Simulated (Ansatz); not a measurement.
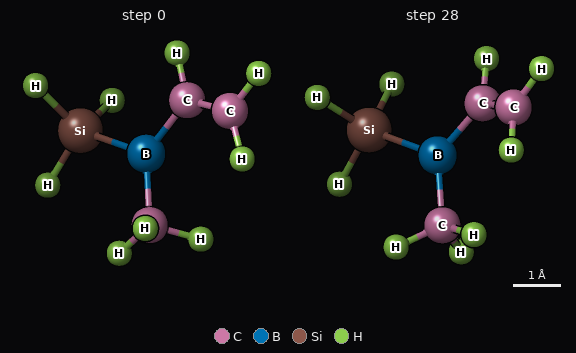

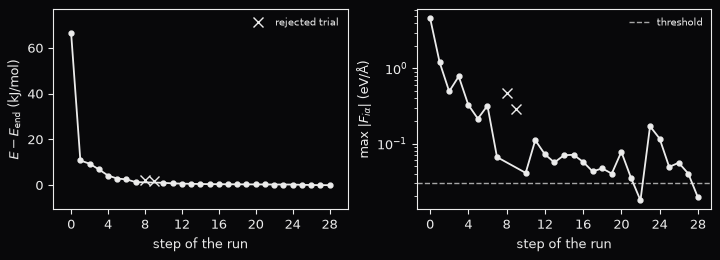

First and last geometry of a relaxation of C₃H₉BSi (coarse preliminary run), with the history of the run. The picture is a ball-and-stick view, seen from a free direction.

The start comes from a force field.

The calculation used Ansatz 0.2.0, RKS PBE-D4/def2-SVP. (force threshold 0.03 eV/Å; at most 200 steps)

Question: Did the run converge, and what did it change?

Answer: It converged. An H atom moves most after the best rigid fit: 0.91 Å. Largest moves by element: H 0.91 Å, C 0.24 Å, B 0.08 Å, Si 0.04 Å. Near-neighbour distances that change, for instance: C–C 1.268 → 1.356 Å, H–Si 1.424 → 1.510 Å, C–H 1.038 → 1.110 Å, B–Si 1.975 → 2.039 Å. Among the angles between lasting bonds that change: B–C–H 108.3° → 116.1°, B–Si–H 106.4° → 112.6°, H–C–H 115.4° → 109.5°. Groups turn about B–C by about 45°, B–C by about 25°. The energy falls by 66.5 kJ/mol in 26 accepted moves (28 points after the start). Largest force component: 4.7 eV/Å at the start, 0.019 eV/Å at the end. The line search rejected the trial steps at points 8, 9 of the run. The forces were under the threshold at step 22, but the run went on from there.

```json
{"step": "0", "E − E(0), kJ/mol": "0.00", "largest force component, eV/Å": "4.6949", "note": ""}
{"step": "1", "E − E(0), kJ/mol": "-55.72", "largest force component, eV/Å": "1.2095", "note": ""}
{"step": "2", "E − E(0), kJ/mol": "-57.12", "largest force component, eV/Å": "0.4953", "note": ""}
{"step": "3", "E − E(0), kJ/mol": "-59.61", "largest force component, eV/Å": "0.7840", "note": ""}
{"step": "4", "E − E(0), kJ/mol": "-62.30", "largest force component, eV/Å": "0.3285", "note": ""}
{"step": "5", "E − E(0), kJ/mol": "-63.63", "largest force component, eV/Å": "0.2151", "note": ""}
{"step": "6", "E − E(0), kJ/mol": "-63.98", "largest force component, eV/Å": "0.3204", "note": ""}
{"step": "7", "E − E(0), kJ/mol": "-65.18", "largest force component, eV/Å": "0.0664", "note": ""}
{"step": "8", "E − E(0), kJ/mol": "-64.37", "largest force component, eV/Å": "0.4763", "note": "rejected"}
{"step": "9", "E − E(0), kJ/mol": "-64.59", "largest force component, eV/Å": "0.2879", "note": "rejected"}
{"step": "10", "E − E(0), kJ/mol": "-65.47", "largest force component, eV/Å": "0.0410", "note": ""}
{"step": "11", "E − E(0), kJ/mol": "-65.73", "largest force component, eV/Å": "0.1115", "note": ""}
{"step": "12", "E − E(0), kJ/mol": "-65.83", "largest force component, eV/Å": "0.0725", "note": ""}
{"step": "13", "E − E(0), kJ/mol": "-65.93", "largest force component, eV/Å": "0.0564", "note": ""}
{"step": "14", "E − E(0), kJ/mol": "-66.00", "largest force component, eV/Å": "0.0703", "note": ""}
{"step": "15", "E − E(0), kJ/mol": "-66.05", "largest force component, eV/Å": "0.0713", "note": ""}
{"step": "16", "E − E(0), kJ/mol": "-66.08", "largest force component, eV/Å": "0.0575", "note": ""}
{"step": "17", "E − E(0), kJ/mol": "-66.11", "largest force component, eV/Å": "0.0429", "note": ""}
{"step": "18", "E − E(0), kJ/mol": "-66.13", "largest force component, eV/Å": "0.0470", "note": ""}
{"step": "19", "E − E(0), kJ/mol": "-66.15", "largest force component, eV/Å": "0.0401", "note": ""}
{"step": "20", "E − E(0), kJ/mol": "-66.17", "largest force component, eV/Å": "0.0780", "note": ""}
{"step": "21", "E − E(0), kJ/mol": "-66.19", "largest force component, eV/Å": "0.0355", "note": ""}
{"step": "22", "E − E(0), kJ/mol": "-66.23", "largest force component, eV/Å": "0.0177", "note": ""}
{"step": "23", "E − E(0), kJ/mol": "-66.23", "largest force component, eV/Å": "0.1707", "note": ""}
{"step": "24", "E − E(0), kJ/mol": "-66.25", "largest force component, eV/Å": "0.1171", "note": ""}
{"step": "25", "E − E(0), kJ/mol": "-66.37", "largest force component, eV/Å": "0.0493", "note": ""}
{"step": "26", "E − E(0), kJ/mol": "-66.43", "largest force component, eV/Å": "0.0558", "note": ""}
{"step": "27", "E − E(0), kJ/mol": "-66.49", "largest force component, eV/Å": "0.0401", "note": ""}
{"step": "28", "E − E(0), kJ/mol": "-66.50", "largest force component, eV/Å": "0.0194", "note": ""}
```
